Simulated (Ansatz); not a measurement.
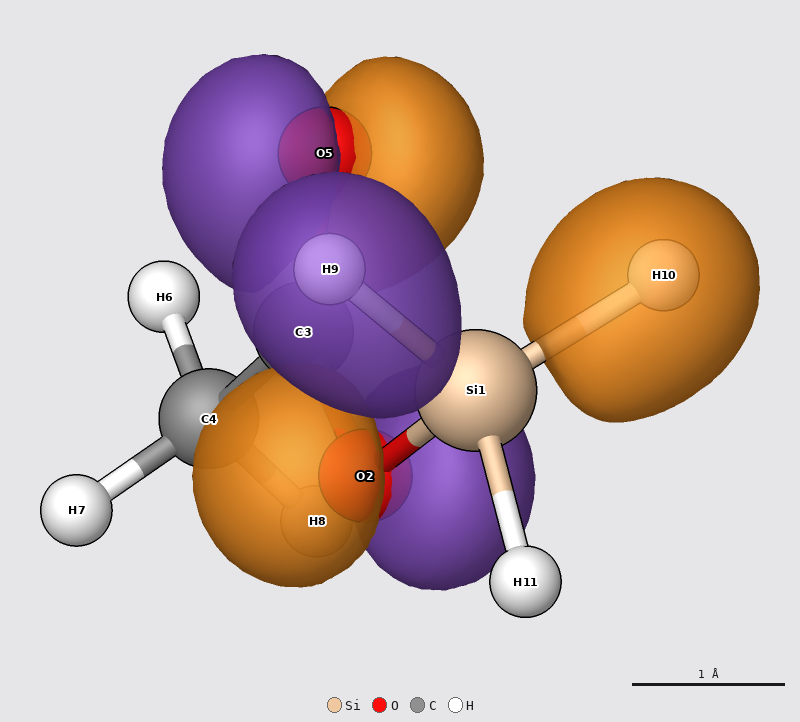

Figure 1: C2H6O2Si. The HOMO−1 at ±0.15 Å⁻³ᐟ² (orange and purple are the two phases), seen at an oblique angle.

Geometry: r2SCAN-D4/def2-SVP; not at a stationary point (largest force 0.7 eV/Å).

Theory: RKS PBE0-D4/def2-TZVP in Ansatz.

Input file:

```
crystal:
  periodic: [false, false, false]
  atoms:
    - {symbol: Si, position_ang: [-0.322198, -0.622826, -1.879108]}
    - {symbol: O, position_ang: [-0.336885, -0.609516, -0.157235]}
    - {symbol: C, position_ang: [0.244263, 0.456348, 0.433279]}
    - {symbol: C, position_ang: [0.190889, 0.387036, 1.929751]}
    - {symbol: O, position_ang: [0.744127, 1.345967, -0.218869]}
    - {symbol: H, position_ang: [0.654751, 1.279953, 2.364047]}
    - {symbol: H, position_ang: [0.711424, -0.519419, 2.274662]}
    - {symbol: H, position_ang: [-0.855263, 0.298008, 2.259276]}
    - {symbol: H, position_ang: [1.072872, -0.657215, -2.389633]}
    - {symbol: H, position_ang: [-1.081931, 0.535634, -2.416488]}
    - {symbol: H, position_ang: [-1.022059, -1.893961, -2.199673]}
basis:
  gaussian: {orbitals: def2-TZVP, initial_orbitals: start.molden}
hamiltonian: {xc: pbe0, dispersion: d4}
scf: {omitted_lower_state_checks: [starts]}
output: {forces: true, orbitals: {seedname: orbitals}}
```

Launched as:

```sh
ansatz run in.yaml --threads 4 --pin off --events-out ev --progress --plain --max-ram 3916MiB
```

### Where does this orbital lie, and at what energy?

It lies mainly on O2 (about 35 %), O5 (about 25 %), Si1 (about 15 %), H9 (about 10 %), H10 (about 10 %) and C3 (about 5 %). Its energy is −9.19 eV.
